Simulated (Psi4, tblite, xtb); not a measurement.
Interaction energy of C2H2 ··· H4Si (SMILES C#C and [SiH4]). Monomers: optimised at B3LYP-D3(BJ) (def2-TZVP), held rigid. Orientation: lowest of the rigid-body minima from ten starts at GFN2-xTB. R is the distance of the centres of mass, along which the second monomer moves.

Geometry at R = 4.55 Å (first 4 atoms: monomer A):
```
9

C     -0.5588    -0.1153     0.1803
C      0.5588     0.1153    -0.1804
H     -1.5510    -0.3206     0.5007
H      1.5510     0.3206    -0.5006
Si    -4.2393    -0.5127     1.5663
H     -3.9463    -1.7507     0.8094
H     -3.2675    -0.3698     2.6739
H     -5.6106    -0.5853     2.1193
H     -4.1328     0.6551     0.6627
```

- GFN2-xTB (tblite)
- GFN1-xTB (xtb)
- SAPT0/jun-cc-pVDZ, frozen core (Psi4)
- SCS-MP2/aug-cc-pVDZ = DF-SCS-MP2/aug-cc-pVDZ, frozen core, counterpoise-corrected run with Psi4
- MP2/aug-cc-pVDZ = Psi4 with DF-MP2/aug-cc-pVDZ, frozen core, counterpoise-corrected

Interaction energies in kJ/mol (negative: bound); R is the distance of the centres of mass, d the H3···H9 distance.

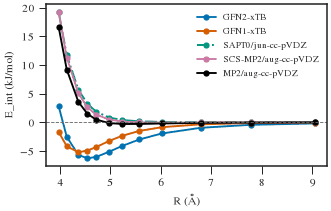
Interaction energy against separation.

| R / Å | d / Å | GFN2-xTB | GFN1-xTB | SAPT0/jun-cc-pVDZ | SCS-MP2/aug-cc-pVDZ | MP2/aug-cc-pVDZ |
|---|---|---|---|---|---|---|
| 3.98 | 2.30 | 2.76 | -1.68 | 19.17 | 19.27 | 16.59 |
| 4.14 | 2.43 | -2.51 | -4.18 | 11.72 | 11.29 | 9.19 |
| 4.37 | 2.61 | -5.68 | -5.21 | 5.70 | 5.05 | 3.57 |
| 4.55 | 2.76 | -6.27 | -4.93 | 3.21 | 2.61 | 1.48 |
| 4.72 | 2.91 | -6.04 | -4.31 | 1.87 | 1.36 | 0.48 |
| 4.98 | 3.14 | -5.12 | -3.25 | 0.84 | 0.48 | -0.13 |
| 5.24 | 3.37 | -4.11 | -2.34 | 0.40 | 0.14 | -0.29 |
| 5.58 | 3.68 | -2.98 | -1.49 | 0.17 | -0.01 | -0.28 |
| 6.02 | 4.09 | -1.95 | -0.85 | 0.07 | -0.04 | -0.20 |
| 6.79 | 4.82 | -0.95 | -0.35 | 0.03 | -0.02 | -0.09 |
| 7.78 | 5.77 | -0.43 | -0.13 | 0.01 | -0.01 | -0.03 |
| 9.05 | 7.00 | -0.19 | -0.04 | 0.01 | 0.00 | -0.01 |

Lowest grid point: GFN2-xTB -6.27 kJ/mol at R = 4.55 Å; GFN1-xTB -5.21 kJ/mol at R = 4.37 Å; SAPT0/jun-cc-pVDZ 0.01 kJ/mol at R = 9.05 Å; SCS-MP2/aug-cc-pVDZ -0.04 kJ/mol at R = 6.02 Å; MP2/aug-cc-pVDZ -0.29 kJ/mol at R = 5.24 Å.
